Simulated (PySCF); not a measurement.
Input file:

```
{"job": {"kind": "uv", "xc": "CAM-B3LYP", "basis": "def2-SVPD", "nstates": 8, "ntriplets": 3}, "charge": 0, "multiplicity": 1}
C      0.752533     1.532818     2.404436
C      1.006553     1.079439     1.320343
Si     1.382717     0.372425    -0.356222
C      2.411126    -1.207111    -0.140161
O     -0.009553     0.008514    -1.112837
Si    -1.582188    -0.363595    -1.266098
C     -2.538012     0.247821     0.250761
H      0.530283     1.929142     3.354160
H      2.010720     1.386977    -1.205619
H      1.909904    -1.926210     0.502769
H      3.376265    -0.984625     0.304858
H      2.590881    -1.691415    -1.095988
H     -1.653191    -1.823262    -1.383411
H     -1.995827     0.320258    -2.492600
H     -2.431491     1.322420     0.373685
H     -2.170138    -0.217429     1.161611
H     -3.597579     0.025864     0.168772
```

Command:

```sh
OMP_NUM_THREADS=1 python probes_run.py task.json out
```

Geometry: GFN2-xTB.

Computed with CAM-B3LYP/def2-SVPD, SCF density, gas phase in PySCF 2.14.0.

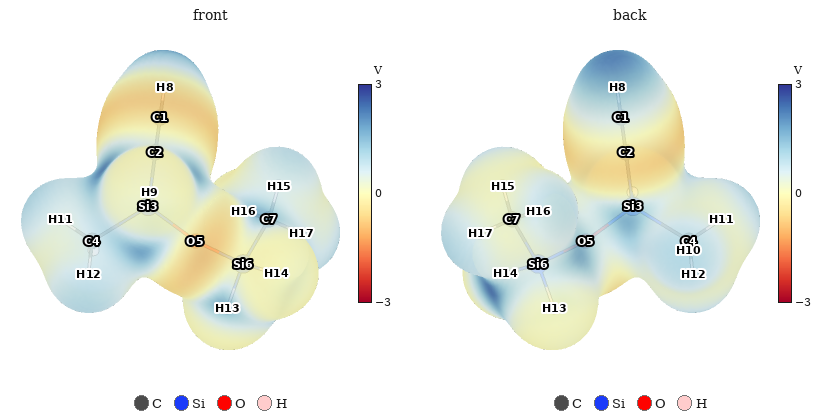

C4H10OSi2. The molecular electrostatic potential painted on the density surface at 0.004 e/bohr³, seen from the front and from behind; red is negative and blue positive.

> Which sites attract a positive test charge, and which a negative one?

A positive charge is drawn to the negative regions and a negative charge to the positive ones. The most negative region (about −0.8 V) lies over C1, C2 and O5, the most positive (about +2.2 V) over Si3, Si6 and H8.
